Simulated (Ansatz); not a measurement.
## Polymorphs of B₆As

8 relaxations of B6As ended in 8 distinct structures. Method: r2SCAN (plane waves to 500 eV, PAW, scalar-relativistic; Ansatz, a first-principles code).

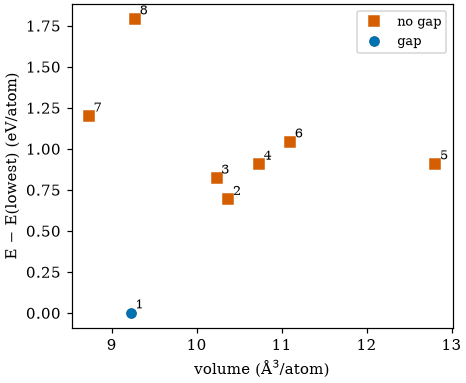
Fig. 1. Energy against volume of the distinct structures, numbered as in the table

```tsv
#	space group	Pearson	type	E − E(lowest) (eV/atom)	V (Å³/atom)	gap (eV, no SOC)	runs ending here
1	R-3m	hR14	–	0.000	9.22	2.88	1
2	Pmm2	oP7	–	0.69	10.37	0.00	1
3	Pm-3m	cP7	AFLOW prototype A6B_cP7_221_f_a (D2_1, as in CaB6)	0.82	10.23	0.00	1
4	Fm-3m	cF28	–	0.91	10.73	0.00	1
5	I4mm	tI14	–	0.91	12.81	0.00	1
6	R-3m	hR7	–	1.04	11.10	0.00	1
7	I-42m	tI14	–	1.20	8.73	0.00	1
8	Pm-3m	cP7	–	1.79	9.27	0.00	1
```

R-3m, hR14 is the lowest among the structures calculated here.

```cif
data_As6B36
_chemical_formula_sum 'B36 As6'
_space_group_name_H-M_alt 'R-3m :H'
_space_group_IT_number 166
_space_group_name_Hall '-R 3 2"'
_cell_length_a 6.13228
_cell_length_b 6.13228
_cell_length_c 11.89569
_cell_angle_alpha 90.000
_cell_angle_beta 90.000
_cell_angle_gamma 120.000
loop_
_atom_site_label
_atom_site_type_symbol
_atom_site_symmetry_multiplicity
_atom_site_Wyckoff_symbol
_atom_site_fract_x
_atom_site_fract_y
_atom_site_fract_z
_atom_site_occupancy
B1 B 18 h 0.20655 0.10327 0.11838 1
B2 B 18 h 0.15033 0.30067 0.02792 1
As1 As 6 c 0.00000 0.00000 0.39965 1
```
(The calculation used a cell of 14 atoms; values per cell refer to that cell.)

Each run could gain symmetry but not lose that of its start, so entries can be saddle points. From databases, or of a type measured for this composition: R-3m, hR14; the others are generated cells (placed on structure types, drawn at random, substituted or restacked) that were not matched to a known phase here. Static energies at zero pressure. The runs use different k-meshes, so differences are rounded accordingly. No spin polarisation in the result. Gaps of cells over 8 atoms come from the SCF mesh and high-symmetry points alone.
